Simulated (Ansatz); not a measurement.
Input file:

```
crystal:
  periodic: [false, false, false]
  atoms:
    - { symbol: W, position_ang: [0.0, 0.0, 0.0] }
    - { symbol: H, position_ang: [0.0, 0.0, 1.72] }
    - { symbol: F, position_ang: [1.85, 0.0, 0.0] }
    - { symbol: H, position_ang: [0.0, 1.72, 0.0] }
    - { symbol: F, position_ang: [-1.85, 0.0, 0.0] }
    - { symbol: H, position_ang: [0.0, -1.72, 0.0] }
    - { symbol: F, position_ang: [0.0, 0.0, -1.85] }
basis:
  gaussian: { orbitals: def2-SVP }
hamiltonian:
  xc: pbe0
  dispersion: d4
relax:
  f_tol: 0.02
  max_steps: 40
output:
  orbitals: {}
```

Launched as:

```sh
ansatz run input.yaml --threads 2 --pin off --max-ram 3072MiB --backend cpu --events-out ev --progress --plain --runs-dir out
```

The fields are those of the run's last geometry, not of the input's.

Core potentials replace the inner electrons of W.

These are results of RKS PBE0-D4/def2-SVP in Ansatz, not measurements.

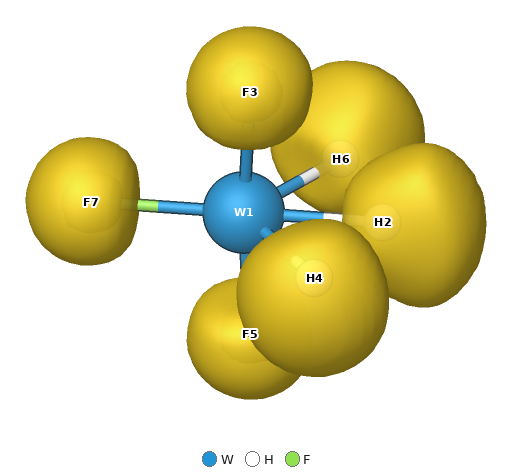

F₃H₃W. Isosurface of the electron localisation function at 0.75 (yellow), seen at a tilt. Core shells and regions of very low density are left out.

> Describe the localisation domains.

The ELF exceeds this value in three regions around hydrogen nuclei and three regions wrapped around F (the valence shell of each).

Values along the shortest contacts:
W–F (1.83 Å): the ELF peaks at about 0.85 in the valence shell of F, 0.5 Å from its nucleus, and drops to about 0.30 between the two atoms. W–H (1.67 Å): the ELF climbs to about 1 towards the hydrogen.
